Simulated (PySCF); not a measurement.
# BH2F− (SMILES [BH2-]F) at NEVPT2(3,3)/STO-6G

What is the energy change on altering one bond length of BH2F− at NEVPT2(3,3)/STO-6G? Input form: a Python script.

The calculation is run with PySCF 2.14.0.

10 further runs of the same task are left out: 10 set aside as unsound or not needed.

**1. The structure to begin with**

The species is BH2F− (4 atoms), meant as a doublet with charge -1. SMILES: `[BH2-]F`. The coordinates come from a GFN2-xTB relaxation.

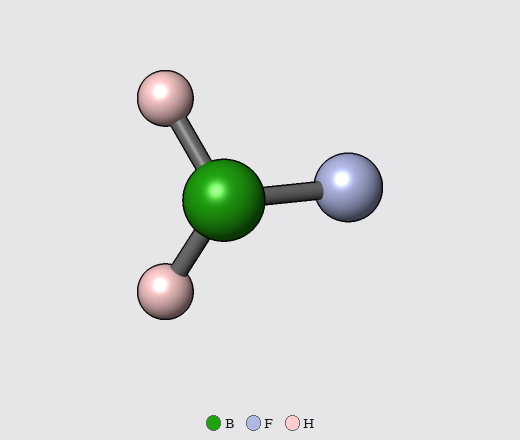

Viewed from a chosen angle; boron green, fluorine light blue, hydrogen pink.

**2. A single-point energy at NEVPT2(3,3)/STO-6G**

File calc.py:

```python
# [BH2-]F
import numpy
from pyscf import gto, scf, mp, mcscf, mrpt

molecule = gto.Mole()
molecule.atom = [
    ('B', (-0.086340, 0.304430, 0.102380)),
    ('F', (1.031910, -0.468820, 0.732960)),
    ('H', (-1.140340, -0.333670, 0.256190)),
    ('H', (0.194760, 0.498060, -1.091520)),
]
molecule.charge = -1
molecule.spin = 1
molecule.max_memory = 1860
molecule.basis = 'sto-6g'
molecule.verbose = 3
molecule.build()

myscf = scf.ROHF(molecule)
myscf.conv_tol = 1e-10
myscf.kernel()
if not myscf.converged:
    myscf = myscf.newton().run(myscf.mo_coeff, myscf.mo_occ)

pt = mp.MP2(scf.addons.convert_to_uhf(myscf)).run()
noons, natorbs = mcscf.addons.make_natural_orbitals(pt)
print('natural occupations', numpy.round(noons[:40], 4))
cas = mcscf.CASSCF(myscf, 3, 3)
cas.fix_spin_(ss=0.75)
cas.natorb = True
cas.kernel(natorbs)
e_pt2 = mrpt.NEVPT(cas).kernel()
e_final = cas.e_tot + e_pt2
print('E = %.10f Eh' % e_final)
```

On the command line:

```bash
$ OMP_NUM_THREADS=1 python calc.py
```

The log of the run:

```text
converged SCF energy = -124.55181607301
E(UMP2) = -124.596203962713  E_corr = -0.0443878897030183
E(SCS-UMP2) = -124.601776457925  E_corr = -0.0499603849151778
natural occupations [2.     1.9999 1.9997 1.9984 1.9973 1.992  1.99   1.9861 1.0021 0.0148
 0.0099 0.0098]
CASSCF energy = -124.570087832305
CASCI E = -124.570087832305  E(CI) = -1.89916297968553  S^2 = 0.7500000
Sr    (-1)',   E = -0.00003145670085
Si    (+1)',   E = -0.00309120261156
Sijrs (0)  ,   E = -0.01867777318499
Sijr  (+1) ,   E = -0.00206226468816
Srsi  (-1) ,   E = -0.00097555157173
Srs   (-2) ,   E = -0.00013368018821
Sij   (+2) ,   E = -0.00101786413520
Sir   (0)' ,   E = -0.00570617196870
Nevpt2 Energy = -0.031695965049386
E = -124.6017837974 Eh
```

It took 1.1 s on 1 thread of Arm Neoverse V1, shared host; peak memory 0.12 GiB.

**3. The distorted shape at the same level**

File run.py:

```python
import numpy
from pyscf import gto, scf, mp, mcscf, mrpt

molecule = gto.M(
    atom='''
B      0.440655     0.623477     0.025476
F      1.558905    -0.149773     0.656056
H     -1.140340    -0.333670     0.256190
H      0.721755     0.817107    -1.168424
''',
    spin=1,
    max_memory=1860,
    charge=-1,
    verbose=3,
    basis='sto-6g',
)

hf = molecule.ROHF()
hf.conv_tol = 1e-10
hf.kernel()
if not hf.converged:
    hf = hf.newton().run(hf.mo_coeff, hf.mo_occ)

pt = mp.MP2(scf.addons.convert_to_uhf(hf)).run()
noons, natorbs = mcscf.addons.make_natural_orbitals(pt)
print('natural occupations', numpy.round(noons[:40], 4))
cas = mcscf.CASSCF(hf, 3, 3)
cas.fix_spin_(ss=0.75)
cas.natorb = True
cas.kernel(natorbs)
e_pt2 = mrpt.NEVPT(cas).kernel()
etot = cas.e_tot + e_pt2
print('Final energy', etot)
```

On the command line:

```bash
$ OMP_NUM_THREADS=1 python run.py
```

The log of the run:

```text
converged SCF energy = -124.449100582264
E(UMP2) = -124.506543761143  E_corr = -0.0574431788795968
E(SCS-UMP2) = -124.513314178895  E_corr = -0.0642135966316344
natural occupations [2.     2.     1.9996 1.9976 1.9959 1.9904 1.9845 1.9722 1.0028 0.0305
 0.0161 0.0103]
CASSCF energy = -124.481744282001
CASCI E = -124.481744282001  E(CI) = -1.21502923875724  S^2 = 0.7500000
Sr    (-1)',   E = -0.00012013394219
Si    (+1)',   E = -0.00025531060948
Sijrs (0)  ,   E = -0.02239784212706
Sijr  (+1) ,   E = -0.00873322454138
Srsi  (-1) ,   E = -0.00117468646723
Srs   (-2) ,   E = -0.00026226348938
Sij   (+2) ,   E = -0.00099240703743
Sir   (0)' ,   E = -0.00359335600251
Nevpt2 Energy = -0.037529224216673
Final energy -124.51927350621804
```

Run time: 0.99 s. Hardware: 1 thread of Arm Neoverse V1, shared host; peak memory 0.12 GiB.

**4. What came out**

Level: NEVPT2(3,3)/STO-6G.

| quantity | value |
| --- | --- |
| first shape: total energy | -124.60178 Eh |
| distorted shape: total energy | -124.51927 Eh |
| energy change with the B1–H3 bond stretched from 1.242 to 1.862 Å | 2.245 eV |

**Reading.** With the B1–H3 bond stretched from 1.242 to 1.862 Å the energy rises by 2.25 eV (217 kJ/mol). The first shape isn't relaxed at this level, so the change isn't measured from a minimum. The minimal basis adds a large error of its own. Mulliken charges (first shape) of the mean-field density run from -0.38 on F2 to -0.10 on B1; they depend strongly on the basis. The HOMO (first shape) lies at positive energy, 10.93 eV: the electron is unbound at this level or held by a compact basis; values depend on the basis. Mulliken charges (distorted shape) of the mean-field density run from -0.43 on H3 to +0.00 on B1; they depend strongly on the basis. The HOMO (distorted shape) lies at positive energy, 9.44 eV: the electron is unbound at this level or held by a compact basis; values depend on the basis.
